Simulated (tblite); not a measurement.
# Run report: C₄H₄F₃O₂, geometry relaxation (part 4 of 4)

The same run, continued: C₄H₄F₃O₂, multiplicity 2, SMILES CC(=O)[CH]OC(F)(F)F; GFN2-xTB geometry optimisation, gas phase (tblite 0.8.0). It belongs to a series of runs on one base structure; here: H removed from sp3 C.

Geometry of the input (Å):
```
C  -2.1944  -0.0709  -0.3226
C  -0.7025  -0.0467  -0.3538
O  -0.0679  -0.2049  -1.3864
C  -0.0130  0.1807  0.9375
O  1.3333  0.2197  1.2017
C  2.2366  0.0015  0.1163
F  2.1373  0.9724  -0.8153
F  2.0850  -1.2189  -0.4098
F  3.5014  0.0578  0.6286
H  -2.5911  -0.1001  0.7060
H  -2.5620  -0.9619  -0.8461
H  -2.5842  0.8281  -0.8133
H  -0.5830  0.3437  1.8602
```

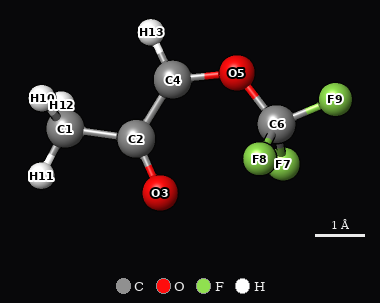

Fig. 1: The geometry at step 96 of the log (ball-and-stick view, seen at a tilt; atoms are numbered from 1 in the order of the input).

Trajectory as extended XYZ, continued
```
13
Properties=species:S:1:pos:R:3:forces:R:3 step=93 energy=-894.63222
C    -2.2004   -0.0825   -0.2780   -0.0110  -0.0030   0.0070
C    -0.6920   -0.1463   -0.3655   -0.0060  -0.0480   0.0410
O    -0.0958   -0.5329   -1.3627   -0.0180   0.0180  -0.0080
C    -0.0374    0.2779    0.8331    0.0170   0.0380   0.0030
O     1.3012    0.3302    1.0708    0.0190   0.0090  -0.0180
C     2.2227    0.0107    0.1417    0.0000  -0.0240  -0.0140
F     2.1810    0.7800   -0.9400    0.0040  -0.0010   0.0220
F     2.1853   -1.2605   -0.2372   -0.0070  -0.0160   0.0010
F     3.4151    0.2040    0.7079   -0.0100   0.0240  -0.0010
H    -2.5587   -0.6772    0.5597    0.0240   0.0150  -0.0170
H    -2.6282   -0.4646   -1.2000    0.0080   0.0150  -0.0100
H    -2.5185    0.9471   -0.1294   -0.0100  -0.0110  -0.0110
H    -0.5787    0.6146    1.7027   -0.0090  -0.0170   0.0030
13
Properties=species:S:1:pos:R:3:forces:R:3 step=95 energy=-894.63270
C    -2.2015   -0.0868   -0.2773    0.0050   0.0060   0.0150
C    -0.6924   -0.1420   -0.3633   -0.0040  -0.0200   0.0180
O    -0.0956   -0.5214   -1.3629   -0.0090   0.0030  -0.0180
C    -0.0361    0.2876    0.8322   -0.0030   0.0210   0.0050
O     1.3028    0.3576    1.0619    0.0170   0.0080  -0.0300
C     2.2223    0.0106    0.1401    0.0010  -0.0250   0.0040
F     2.1939    0.7592   -0.9563   -0.0010  -0.0140   0.0360
F     2.1692   -1.2681   -0.2115   -0.0050  -0.0070  -0.0160
F     3.4157    0.2003    0.7058   -0.0090   0.0260  -0.0030
H    -2.5559   -0.7135    0.5392    0.0160   0.0220  -0.0390
H    -2.6225   -0.4380   -1.2153    0.0030   0.0100   0.0240
H    -2.5265    0.9352   -0.0925   -0.0030  -0.0290  -0.0110
H    -0.5778    0.6198    1.7029   -0.0090   0.0000   0.0150
13
Properties=species:S:1:pos:R:3:forces:R:3 step=96 energy=-894.63286
C    -2.2016   -0.0864   -0.2776    0.0300   0.0030   0.0060
C    -0.6926   -0.1429   -0.3607    0.0000   0.0040  -0.0080
O    -0.0961   -0.5188   -1.3621   -0.0020  -0.0040  -0.0080
C    -0.0356    0.2864    0.8345   -0.0130   0.0060   0.0000
O     1.3036    0.3559    1.0619    0.0050   0.0080  -0.0040
C     2.2221    0.0099    0.1393    0.0040  -0.0070   0.0130
F     2.1928    0.7610   -0.9547   -0.0010  -0.0050   0.0060
F     2.1692   -1.2678   -0.2146    0.0010  -0.0140  -0.0150
F     3.4155    0.2007    0.7048   -0.0020   0.0120  -0.0010
H    -2.5571   -0.7061    0.5416   -0.0040  -0.0080   0.0000
H    -2.6201   -0.4432   -1.2135   -0.0080  -0.0070  -0.0030
H    -2.5276    0.9357   -0.1023   -0.0050   0.0120   0.0010
H    -0.5770    0.6161    1.7064   -0.0040   0.0010   0.0130
13
Properties=species:S:1:pos:R:3:forces:R:3 step=98 energy=-894.63293
C    -2.2008   -0.0872   -0.2770   -0.0040   0.0040   0.0030
C    -0.6923   -0.1416   -0.3622    0.0010   0.0030  -0.0030
O    -0.0963   -0.5185   -1.3636   -0.0020   0.0020   0.0040
C    -0.0362    0.2901    0.8328    0.0030   0.0010  -0.0010
O     1.3032    0.3591    1.0605    0.0010  -0.0040  -0.0040
C     2.2223    0.0090    0.1400    0.0000   0.0000  -0.0010
F     2.1957    0.7587   -0.9553   -0.0020  -0.0070   0.0040
F     2.1676   -1.2693   -0.2134    0.0020   0.0060   0.0030
F     3.4151    0.1998    0.7066   -0.0030   0.0000  -0.0010
H    -2.5550   -0.7133    0.5385    0.0030   0.0020  -0.0060
H    -2.6214   -0.4394   -1.2142    0.0000   0.0000   0.0030
H    -2.5287    0.9337   -0.0946    0.0010  -0.0070  -0.0010
H    -0.5776    0.6196    1.7051    0.0000   0.0000   0.0010
```

Key numbers

| quantity | value |
| --- | --- |
| outcome | converged |
| total energy | −894.6329 eV |
| hardware | 1 CPU thread, shared host |
| peak memory | 0.18 GiB |
